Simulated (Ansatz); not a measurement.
## A computed series for Zr: response to strain

Base system: Zr in the hcp (Mg type) structure (space group P6_3/mmc, No. 194; a = 3.2304 Å, c = 5.1788 Å; relaxed with 0.1 eV smearing).

Strains are applied to the cell and any free atomic positions relax.

All numbers come from PBE in Ansatz (plane waves to 420 eV, PAW, scalar-relativistic without spin-orbit coupling).

Notes on the quantities. pressure: mean of the normal stresses, compression positive.

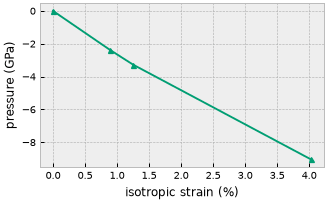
Figure. Pressure against isotropic strain

| isotropic strain (%) | pressure |
|---|---|
| 0.89 | -2.4 GPa |
| 1.25 | -3.3 GPa |
| 4.03 | -9.0 GPa |

Stability against distortions was not tested. The final runs are not spin-polarised.

Ansatz is a program for electronic structure.
